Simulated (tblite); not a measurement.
Geometry relaxation, with input and output: C4H11NO2Si2 (part 2 of 2)

The same run, continued: C4H11NO2Si2; GFN2-xTB geometry optimisation, gas phase (tblite 0.8.0). It belongs to a series of runs on one base structure; here: H on C replaced by CHO.

Geometry of the input (Å):
```
C  -2.4442  -0.9969  0.3930
C  -2.2000  0.1990  -0.1426
C  -3.2759  1.1489  -0.4066
O  -4.4478  0.7357  -0.1088
Si -0.4890  0.7256  -0.5426
O  0.1287  1.8549  0.5621
Si 0.9381  -0.9578  -0.7163
N  2.5863  -0.2865  -0.9240
C  3.3916  -0.4012  0.2733
H  -3.4524  -1.3333  0.6531
H  -1.6254  -1.6647  0.5778
H  -3.1110  2.1067  -0.8292
H  -0.5391  1.4009  -1.8552
H  -0.2862  1.6768  1.4396
H  0.6268  -1.7730  -1.8872
H  0.9032  -1.8444  0.4697
H  2.4747  0.7284  -1.1248
H  3.0254  0.2821  1.0410
H  3.3459  -1.4289  0.7020
H  4.4453  -0.1616  0.0128
```

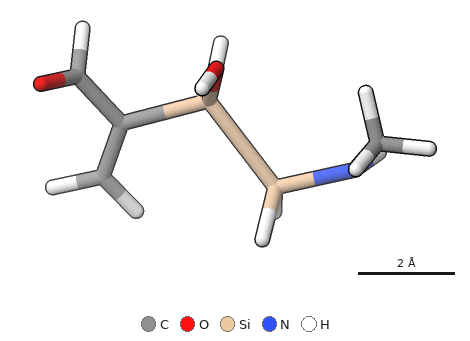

Fig. 1: The geometry at step 170 of the log (stick view, seen at a tilt).

**Trajectory as extended XYZ, continued**
```
20
Properties=species:S:1:pos:R:3:forces:R:3 step=57 energy=-780.29861
C    -2.6054   -1.0705    0.3428    0.0050  -0.0050  -0.0200
C    -2.3326    0.1505   -0.1207    0.0180   0.0070   0.0000
C    -3.4626    1.0738   -0.3280   -0.0100  -0.0250  -0.0400
O    -4.6176    0.8390   -0.0765    0.0120   0.0060   0.0270
Si   -0.5882    0.7765   -0.5574   -0.0090   0.0350   0.0030
O    -0.1684    1.9632    0.4904    0.0110  -0.0170   0.0470
Si    0.9818   -0.9139   -0.7240    0.0020  -0.0150   0.0100
N     2.6041   -0.3319   -0.7442   -0.0020   0.0240   0.0030
C     3.5445   -0.3973    0.3481   -0.0050  -0.0020   0.0120
H    -3.6246   -1.3645    0.5514    0.0110  -0.0060   0.0230
H    -1.8372   -1.8068    0.5179   -0.0130   0.0040  -0.0160
H    -3.1663    2.0484   -0.7619    0.0080  -0.0070   0.0240
H    -0.7494    1.6144   -1.7518    0.0210   0.0140  -0.0090
H    -0.0083    1.8211    1.4204   -0.0210  -0.0100  -0.0640
H     0.8105   -1.6865   -1.9651   -0.0080   0.0170   0.0060
H     1.0117   -1.8648    0.3973   -0.0490  -0.0300   0.0240
H     2.8176    0.4411   -1.3545   -0.0150   0.0110  -0.0610
H     3.4808    0.4719    1.0139    0.0280   0.0060  -0.0150
H     3.3420   -1.2916    0.9313    0.0030  -0.0120   0.0210
H     4.5623   -0.4613   -0.0419    0.0130   0.0050   0.0250
20
Properties=species:S:1:pos:R:3:forces:R:3 step=85 energy=-780.31127
C    -2.5728   -1.0990    0.2402   -0.0070  -0.0050  -0.0100
C    -2.3280    0.1510   -0.1563   -0.0030  -0.0060  -0.0040
C    -3.4679    1.0771   -0.2646   -0.0080  -0.0080  -0.0010
O    -4.6001    0.8406    0.0741   -0.0090  -0.0030   0.0200
Si   -0.5922    0.8067   -0.5776    0.0360   0.0050  -0.0140
O    -0.2059    1.9699    0.5072    0.0180   0.0020   0.0020
Si    0.9647   -0.9048   -0.7008   -0.0260   0.0450   0.0290
N     2.5934   -0.3490   -0.7144   -0.0140  -0.0290   0.0090
C     3.5482   -0.3658    0.3665    0.0000  -0.0250  -0.0040
H    -3.5765   -1.4224    0.4753   -0.0180   0.0030  -0.0090
H    -1.7893   -1.8329    0.3337   -0.0020  -0.0250   0.0020
H    -3.2033    2.0603   -0.6986    0.0190  -0.0040  -0.0010
H    -0.7320    1.6728   -1.7538    0.0000  -0.0020  -0.0120
H    -0.0416    1.7808    1.4263    0.0010   0.0190   0.0310
H     0.7734   -1.6875   -1.9330    0.0220  -0.0040   0.0110
H     0.9500   -1.8352    0.4403    0.0040  -0.0020   0.0040
H     2.8622    0.2967   -1.4388    0.0310   0.0250  -0.0340
H     3.6645    0.6156    0.8418   -0.0400  -0.0190  -0.0190
H     3.2194   -1.0797    1.1179   -0.0150   0.0200   0.0050
H     4.5285   -0.6844    0.0016    0.0110   0.0130  -0.0070
20
Properties=species:S:1:pos:R:3:forces:R:3 step=114 energy=-780.35165
C    -2.5364   -1.1663   -0.0786   -0.0030   0.0000   0.0660
C    -2.2647    0.1334   -0.1835   -0.0330   0.0120   0.0280
C    -3.3664    1.0945   -0.0641   -0.0610  -0.0210  -0.0190
O    -4.3467    0.9658    0.6262    0.0660   0.0150  -0.0120
Si   -0.5295    0.8553   -0.5093    0.0030  -0.0460  -0.0100
O    -0.2145    2.0165    0.5966    0.0270   0.0110   0.0270
Si    0.9437   -0.9329   -0.6122    0.0040  -0.0250   0.0120
N     2.6355   -0.6385   -0.7525    0.0040  -0.0030  -0.0200
C     3.4808   -0.2374    0.3463   -0.0010  -0.0190   0.0280
H    -3.5474   -1.5146    0.0803    0.0000   0.0160  -0.0280
H    -1.7725   -1.9235   -0.1521   -0.0120   0.0120  -0.0390
H    -3.2115    2.0085   -0.6711   -0.0300   0.0330   0.0110
H    -0.6529    1.7366   -1.6772    0.0220  -0.0090  -0.0220
H    -0.2452    1.8938    1.5413    0.0070  -0.0400  -0.0150
H     0.6272   -1.7544   -1.7904    0.0760   0.0290  -0.0100
H     0.8776   -1.7911    0.5848    0.0170  -0.0020   0.0240
H     2.9985   -0.2982   -1.6304   -0.0640  -0.0230   0.0030
H     3.5250    0.8490    0.4767   -0.0090   0.0330  -0.0030
H     3.0978   -0.6779    1.2642   -0.0230   0.0080   0.0060
H     4.4964   -0.6080    0.1923    0.0110   0.0200  -0.0270
20
Properties=species:S:1:pos:R:3:forces:R:3 step=142 energy=-780.38749
C    -2.6413   -1.1252   -0.2829    0.0290  -0.0330   0.0280
C    -2.2583    0.1451   -0.2152   -0.0210  -0.0370  -0.0610
C    -3.2551    1.1819    0.0581    0.0130  -0.0040  -0.0220
O    -4.0113    1.1978    0.9956   -0.0040   0.0390   0.0280
Si   -0.4548    0.7186   -0.4843   -0.0050  -0.0210   0.0320
O    -0.0638    1.8070    0.6734   -0.0460  -0.0420   0.0320
Si    0.9562   -1.1267   -0.5294    0.0380   0.0460  -0.0050
N     2.6409   -0.7726   -0.6766    0.0110   0.0730  -0.0140
C     3.3760   -0.0156    0.3152   -0.0130  -0.0270  -0.0530
H    -3.6765   -1.4108   -0.1622    0.0280  -0.0050   0.0000
H    -1.9418   -1.9211   -0.4853   -0.0180   0.0070  -0.0200
H    -3.2471    2.0088   -0.6821    0.0390   0.0310   0.0110
H    -0.4522    1.6209   -1.6453   -0.0100  -0.0060   0.0090
H    -0.2578    1.6690    1.5974    0.0330   0.0210  -0.0300
H     0.7140   -1.9687   -1.7054    0.0070   0.0020  -0.0340
H     0.8734   -1.9651    0.6772    0.0170   0.0080   0.0550
H     2.9710   -0.5519   -1.6057   -0.0190  -0.0350   0.0320
H     3.1337    1.0543    0.2995   -0.0190  -0.0270   0.0230
H     3.1400   -0.4111    1.3028    0.0000   0.0350  -0.0490
H     4.4496   -0.1240    0.1426   -0.0610  -0.0250   0.0380
20
Properties=species:S:1:pos:R:3:forces:R:3 step=170 energy=-780.40324
C    -2.7029   -1.1333   -0.4220   -0.0150   0.0280  -0.0200
C    -2.2688    0.1083   -0.2556   -0.0030  -0.0100   0.0050
C    -3.1438    1.2128    0.1332   -0.0100  -0.0180  -0.0240
O    -3.7373    1.3165    1.1770    0.0230   0.0020  -0.0120
Si   -0.4433    0.6354   -0.4622    0.0060   0.0050   0.0120
O    -0.0740    1.7012    0.7188    0.0180   0.0060   0.0460
Si    0.9668   -1.2021   -0.4837   -0.0250  -0.0160  -0.0190
N     2.6311   -0.7842   -0.6529   -0.0100  -0.0100   0.0110
C     3.2852    0.1042    0.2803    0.0120  -0.0200  -0.0050
H    -3.7467   -1.3933   -0.3302   -0.0030   0.0050   0.0240
H    -2.0346   -1.9336   -0.6963    0.0120  -0.0070  -0.0150
H    -3.1622    2.0329   -0.6174   -0.0120  -0.0100   0.0160
H    -0.3848    1.5612   -1.6023   -0.0150   0.0060   0.0000
H    -0.2128    1.5317    1.6475   -0.0010   0.0110  -0.0390
H     0.7464   -2.0861   -1.6330    0.0010   0.0040   0.0070
H     0.9108   -1.9815    0.7667    0.0170  -0.0040   0.0000
H     2.9876   -0.6599   -1.5880    0.0020  -0.0050  -0.0050
H     3.0102    1.1545    0.1287   -0.0030  -0.0020   0.0280
H     2.9996   -0.1868    1.2900    0.0060   0.0410  -0.0110
H     4.3683    0.0129    0.1889    0.0030  -0.0050   0.0020
20
Properties=species:S:1:pos:R:3:forces:R:3 step=199 energy=-780.44720
C    -2.6902   -1.0143   -0.8339    0.0090   0.0310  -0.0040
C    -2.2176    0.1221   -0.3459   -0.0420   0.0140   0.0380
C    -3.0173    1.1262    0.3429    0.0070   0.0690   0.1390
O    -3.0503    1.3085    1.5401    0.0830  -0.0160  -0.2950
Si   -0.3653    0.6274   -0.3856   -0.0200  -0.0060  -0.0020
O    -0.0350    1.5812    0.8928   -0.1120  -0.0520   0.1950
Si    0.9452   -1.2804   -0.3521   -0.0270   0.0100   0.0070
N     2.6226   -0.9081   -0.4636    0.0050   0.0130  -0.0700
C     3.2002    0.2507    0.1789   -0.0130   0.0080   0.0360
H    -3.7258   -1.3048   -0.7301    0.0210   0.0430  -0.0360
H    -2.0527   -1.7127   -1.3515    0.0080  -0.0030   0.0360
H    -3.5384    1.8240   -0.3554   -0.0050  -0.0850   0.1280
H    -0.2301    1.6007   -1.4820   -0.0120  -0.0200  -0.0030
H    -0.4889    1.4999    1.7343    0.0310   0.0390  -0.2050
H     0.6984   -2.1780   -1.4873    0.0340  -0.0070   0.0240
H     0.7631   -2.0304    0.9071    0.0240  -0.0290  -0.0020
H     3.1263   -1.1629   -1.2996   -0.0380   0.0270   0.0410
H     3.0171    1.1759   -0.3822    0.0240  -0.0300   0.0300
H     2.7557    0.3659    1.1675    0.0450  -0.0070  -0.0720
H     4.2777    0.1197    0.2932   -0.0220   0.0010   0.0160
20
Properties=species:S:1:pos:R:3:forces:R:3 step=227 energy=-780.61672
C    -2.7490   -0.7529   -1.1370   -0.0110   0.0180   0.0940
C    -2.2028    0.1570   -0.3294    0.0470   0.0280  -0.0570
C    -3.0800    0.9636    0.5088    0.0130   0.0400  -0.0250
O    -2.7420    1.5912    1.4891   -0.0160  -0.0030  -0.0220
Si   -0.3296    0.5413   -0.2352    0.0020  -0.0110   0.0100
O    -0.0501    1.3321    1.1572    0.0230  -0.0550  -0.1000
Si    1.0225   -1.3250   -0.2668   -0.0440   0.0170   0.0330
N     2.6086   -0.7644   -0.5864   -0.0080   0.0230  -0.0610
C     3.2847    0.2843    0.1368   -0.0090  -0.0120   0.0480
H    -3.8121   -0.9460   -1.1522   -0.0430   0.0090  -0.0020
H    -2.1494   -1.3706   -1.7807    0.0660  -0.0270  -0.0240
H    -4.1321    1.0147    0.1617   -0.0340  -0.0440   0.0200
H    -0.1796    1.5086   -1.3442    0.0070   0.0140  -0.0180
H    -0.8163    1.7544    1.5627   -0.0150  -0.0060   0.1130
H     0.7844   -2.2407   -1.3907   -0.0330   0.0080   0.0070
H     0.9287   -2.1346    0.9705    0.0050  -0.0170  -0.0180
H     3.2306   -1.2881   -1.1777    0.0180  -0.0230  -0.0380
H     3.5072    1.1420   -0.5080   -0.0220  -0.0500  -0.0200
H     2.6469    0.6199    0.9497    0.0060   0.0830  -0.0080
H     4.2242   -0.0761    0.5590    0.0480   0.0050   0.0680
20
Properties=species:S:1:pos:R:3:forces:R:3 step=256 energy=-780.66427
C    -2.6738   -0.7619   -1.1691   -0.0170   0.0430   0.0040
C    -2.1984    0.1696   -0.3407    0.0190  -0.0310  -0.0410
C    -3.1399    0.8998    0.5000    0.0050   0.0050   0.0200
O    -2.8331    1.7270    1.3291   -0.0230  -0.0190  -0.0210
Si   -0.3512    0.6309   -0.1979    0.0380  -0.0100  -0.0080
O    -0.0707    1.3015    1.2550   -0.0160   0.0220   0.0280
Si    0.9889   -1.2366   -0.2987   -0.0100   0.0100  -0.0270
N     2.5737   -0.6884   -0.6731   -0.0040  -0.0220  -0.0340
C     3.3282    0.2295    0.1474   -0.0380   0.0040  -0.0230
H    -3.7276   -0.9953   -1.2359   -0.0240   0.0060   0.0160
H    -2.0232   -1.3255   -1.8167    0.0120  -0.0030   0.0250
H    -4.2097    0.6525    0.3315    0.0210   0.0000   0.0050
H    -0.2175    1.6715   -1.2415    0.0110  -0.0100   0.0180
H    -0.7778    1.8050    1.6693   -0.0020  -0.0140  -0.0170
H     0.6898   -2.1139   -1.4408    0.0040   0.0090   0.0000
H     0.8959   -2.1032    0.8992    0.0140  -0.0050  -0.0040
H     3.1786   -1.2879   -1.2141   -0.0010  -0.0100   0.0460
H     3.9726    0.8502   -0.4794    0.0050   0.0170   0.0090
H     2.6336    0.8729    0.6831    0.0130   0.0070  -0.0080
H     3.9566   -0.2872    0.8807   -0.0070  -0.0020   0.0120
20
Properties=species:S:1:pos:R:3:forces:R:3 step=284 energy=-780.67228
C    -2.6729   -0.7124   -1.2033   -0.0040  -0.0090   0.0000
C    -2.1768    0.1761   -0.3418   -0.0020   0.0070   0.0030
C    -3.1115    0.8885    0.5222    0.0000  -0.0020   0.0000
O    -2.8060    1.7212    1.3457    0.0010  -0.0010   0.0050
Si   -0.3237    0.6018   -0.1708    0.0010   0.0090  -0.0030
O    -0.0693    1.2363    1.3037   -0.0010  -0.0010  -0.0050
Si    0.9930   -1.2755   -0.3115    0.0050  -0.0010   0.0070
N     2.5804   -0.7195   -0.6645    0.0010  -0.0050  -0.0040
C     3.2785    0.2804    0.1098    0.0020   0.0000  -0.0040
H    -3.7331   -0.9150   -1.2786    0.0010   0.0020   0.0010
H    -2.0333   -1.2709   -1.8657    0.0020  -0.0020  -0.0030
H    -4.1779    0.6146    0.3810   -0.0060   0.0020  -0.0020
H    -0.1536    1.6659   -1.1834    0.0010  -0.0020   0.0030
H    -0.7904    1.7293    1.7075    0.0030   0.0010   0.0000
H     0.7014   -2.1263   -1.4745   -0.0030  -0.0050  -0.0020
H     0.8920   -2.1689    0.8664    0.0010   0.0000  -0.0040
H     3.2256   -1.3704   -1.0870    0.0000   0.0020   0.0010
H     3.9672    0.8364   -0.5307    0.0020   0.0030   0.0030
H     2.5529    0.9744    0.5279    0.0000  -0.0010   0.0020
H     3.8525   -0.1553    0.9350   -0.0060   0.0020   0.0020
```

**Summary**

```tsv
quantity	value
outcome	converged
total energy	−780.6723 eV
hardware	1 CPU thread, shared host
wall time	2.9 s
peak memory	0.18 GiB
```
